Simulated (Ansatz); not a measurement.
# S2O (Disulfur monoxide) at 6 levels

We compute a comparison of 6 runs (B2PLYP/def2-TZVP, BHLYP/def2-TZVP, revPBE/def2-TZVP, RPA@PBE0/def2-TZVP, MP2/def2-TZVP, CCSD(T)/def2-TZVP) of S2O (Disulfur monoxide). 

The results are computed with Ansatz 0.2.0.

32 further runs of the same task are left out: 32 set aside as unsound or not needed.

## (1) The molecule

S2O has 3 atoms, charge 0, and is taken as a singlet. As SMILES, `O=S=S`. The O1–S2 distance was set to 2.180 Å, away from the relaxed value.

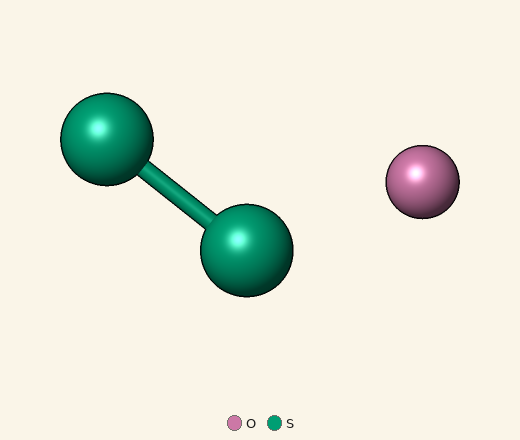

Viewed from a chosen angle; oxygen pink, sulfur teal.

## (2) A single-point energy at B2PLYP/def2-TZVP (run 1)

The input, input.yaml:

```yaml
crystal:
  periodic: [false, false, false]
  atoms:
    - {symbol: O, position_ang: [0.412887, 1.908753, 0.665277]}
    - {symbol: S, position_ang: [0.529120, -0.205510, 0.148940]}
    - {symbol: S, position_ang: [-0.980740, -0.998510, -0.642110]}
basis:
  gaussian:
    orbitals: def2-TZVP
hamiltonian:
  xc: {name: B2PLYP}
correlation:
  frozen_orbitals: {O: 1, S: 5}
accuracy: high
output: {orbitals: {seedname: orbitals}}
```

The run is started by

```
$ ansatz run input.yaml --threads 1 --pin off --max-ram 3480MiB --events-out events.jsonl --progress --plain --runs-dir runs
```

Standard output:

```text
Warning: RAYON_NUM_THREADS=1 ignored (pool sized by the plan → 1); use --threads N
Functional definition: B2PLYP
  name "B2PLYP"
  parameter a = 0.53
  parameter c = 0.27
  exchange = (1 - a)*b88_x + a*exact_x
  correlation = (1 - c)*lyp_c + c*(mp2_os + mp2_ss)
1565 factors; integrals over basis functions are off by at most 3.5e-9 eV
mean field evaluation 1: about -23683.2253 eV, gradient 7.8e1 eV
mean field evaluation 2: about -23683.4873 eV, gradient 7.8e1 eV
mean field evaluation 4: about -23688.7782 eV, gradient 5.9e1 eV
mean field evaluation 8: about -23700.3615 eV, gradient 6.9e0 eV
mean field evaluation 16: about -23700.5108 eV, gradient 4.4e-2 eV
mean field evaluation 32: about -23700.5109 eV, gradient 1.5e-6 eV
mean field evaluation 64: about -23691.3264 eV, gradient 5.0e1 eV
mean field evaluation 96: about -23700.4652 eV, gradient 2.2e0 eV
mean field -23700.51085634 eV, -870.9777091873 hartree, gradient 3.9e-8 eV, S^2 0.000000; 3 other end points of the search recorded, 0 dependent functions left out; unrestricted orbitals would lower it
11 core orbitals not correlated: weight in the atoms' cores, before any rotation towards them, 1.000 or more for the frozen orbitals, at most 0.000 for the correlated occupied ones
reference -23700.51087560 eV, -870.9777098951 hartree; 9, 9 occupied and 85, 85 virtual orbitals, 1565 factors
second order -21.47126178 eV of doubles, -0.00000000 eV of singles
Total energy: -23706.30811628 eV, -871.1907545607 hartree
```

Run time: 13 s. Hardware: 1 thread of Arm Neoverse V2, shared host; peak memory 0.33 GiB.

## (3) A single-point energy at BHLYP/def2-TZVP (run 2)

The input, molecule.yaml:

```yaml
crystal:
  periodic: [false, false, false]
  atoms:
    - {symbol: O, position_ang: [0.412887, 1.908753, 0.665277]}
    - {symbol: S, position_ang: [0.529120, -0.205510, 0.148940]}
    - {symbol: S, position_ang: [-0.980740, -0.998510, -0.642110]}
basis:
  gaussian:
    orbitals: def2-TZVP
hamiltonian:
  xc: {name: BHLYP}
accuracy: high
output: {orbitals: {seedname: orbitals}}
```

The run is started by

```
$ ansatz run molecule.yaml --threads 1 --pin off --max-ram 3480MiB --events-out events.jsonl --progress --plain --runs-dir runs
```

Standard output:

```text
Warning: RAYON_NUM_THREADS=1 ignored (pool sized by the plan → 1); use --threads N
Functional definition: BHLYP
  name "BHLYP"
  parameter a = 0.5
[... 1 set-up line as earlier in the session ...]
  correlation = lyp_c
1565 factors; integrals over basis functions are off by at most 3.5e-9 eV
mean field evaluation 1: about -23694.8097 eV, gradient 7.9e1 eV
mean field evaluation 2: about -23504.7114 eV, gradient 1.8e2 eV
mean field evaluation 4: about -23704.7976 eV, gradient 5.3e1 eV
mean field evaluation 8: about -23712.0317 eV, gradient 4.6e0 eV
mean field evaluation 16: about -23712.4020 eV, gradient 1.6e-1 eV
mean field evaluation 32: about -23712.4024 eV, gradient 4.5e-6 eV
mean field -23712.40235859 eV, -871.4147138345 hartree, gradient 9.2e-8 eV, S^2 0.000000; 1 other end points of the search recorded, 0 dependent functions left out
reference -23712.40237914 eV, -871.4147145897 hartree; 20, 20 occupied and 85, 85 virtual orbitals, 1565 factors
Total energy: -23712.40237914 eV, -871.4147145897 hartree
```

It took 7.2 s on 1 thread of Arm Neoverse V2, shared host; peak memory 0.26 GiB.

Runs 3 to 5 aren't shown in full; the table further down has their settings and results.

## (4) A single-point energy at CCSD(T)/def2-TZVP (run 6)

The input, job.yaml:

```yaml
crystal:
  periodic: [false, false, false]
  atoms:
    - {symbol: O, position_ang: [0.412887, 1.908753, 0.665277]}
    - {symbol: S, position_ang: [0.529120, -0.205510, 0.148940]}
    - {symbol: S, position_ang: [-0.980740, -0.998510, -0.642110]}
basis:
  gaussian:
    orbitals: def2-TZVP
correlation:
  method: ccsd_t
  frozen_orbitals: {O: 1, S: 5}
accuracy: high
scf:
  omitted_lower_state_checks: [cluster_reference, increment]
```

The run is started by

```
$ ansatz run job.yaml --threads 1 --pin off --max-ram 3480MiB --events-out events.jsonl --progress --plain --runs-dir runs
```

Standard output:

```text
Warning: RAYON_NUM_THREADS=1 ignored (pool sized by the plan → 1); use --threads N
[... 15 lines left out ...]
11 core orbitals not correlated: weight in the atoms' cores, before any rotation towards them, 1.000 or more for the frozen orbitals, at most 0.000 for the correlated occupied ones
[... 45 lines left out ...]
Total energy: -23686.32601575 eV, -870.4564259106 hartree
Checks for a lower state left out: cluster_reference, increment
```

Run time: 15 s. Hardware: 1 thread of Arm Neoverse V2, shared host; peak memory 0.56 GiB.

## (5) The series

| run | level | frozen core orbitals | energy (Eh) | wall time |
| --- | --- | --- | --- | --- |
| 1 | B2PLYP/def2-TZVP | 11 | -871.190755 | 13 s |
| 2 | BHLYP/def2-TZVP | – | -871.414715 | 7.2 s |
| 3 | revPBE/def2-TZVP | – | -871.370395 | 12 s |
| 4 | RPA@PBE0/def2-TZVP | 11 | -870.599753 | 14 s |
| 5 | MP2/def2-TZVP | 11 | -870.310733 | 8.7 s |
| 6 | CCSD(T)/def2-TZVP | 11 | -870.456426 | 15 s |

## (6) Summary of results

| quantity | value |
| --- | --- |
| run 6: total energy | -870.45643 Eh |
| run 6: correlation energy (11 core orbitals frozen) | -693.7 mEh |
| run 6: (T) correction | -78.67 mEh |
| run 6: T1 diagnostic | 0.135 |

In words: Over runs 1, 2, 3 the HOMO–LUMO gap runs from 0.25 eV (revPBE/def2-TZVP) to 4.46 eV (B2PLYP/def2-TZVP). A double hybrid's value is that of its SCF part. Totals of different functionals can't be ranked against each other. In run 6 the T1 diagnostic is large, so a single reference may not serve. In runs 1, 4, 5, 6 the log says that unrestricted orbitals would lower the reference, so the values rest on an unstable closed-shell determinant (other closed-shell runs at this shape may share the fault). All runs together took 70 s, the longest 15 s.
